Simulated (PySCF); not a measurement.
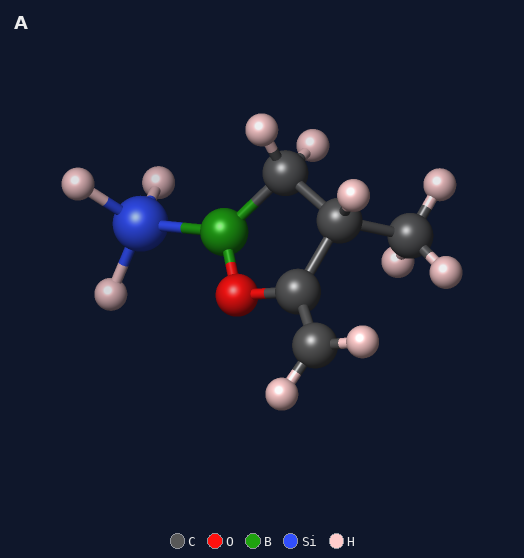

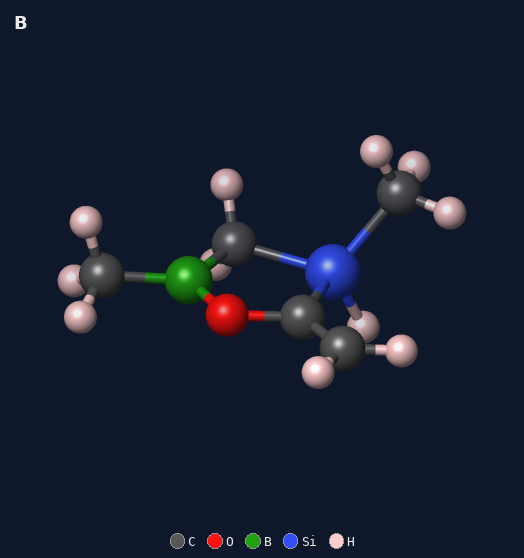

2 stationary structures of one formula. Geometries: GFN2-xTB. Electronic energies: PBE0/pcSseg-1 (PySCF 2.14.0), without zero-point energy. No frequency run is at hand to confirm each as a minimum.

### How are they related?

They are constitutional isomers of C5H11BOSi: A `C=C1OB([SiH3])C[C@@H]1C`, B `C=C1OB(C)C[Si@H]1C`.

### Which is lowest in energy, and by how much?

B is lowest; A lies 116.5 kJ/mol above it.

The geometry is semi-empirical. Around B, Si such bond lengths and angles can be off by a tenth of an ångström or more and by several degrees, and values that hang on the shape move with them.
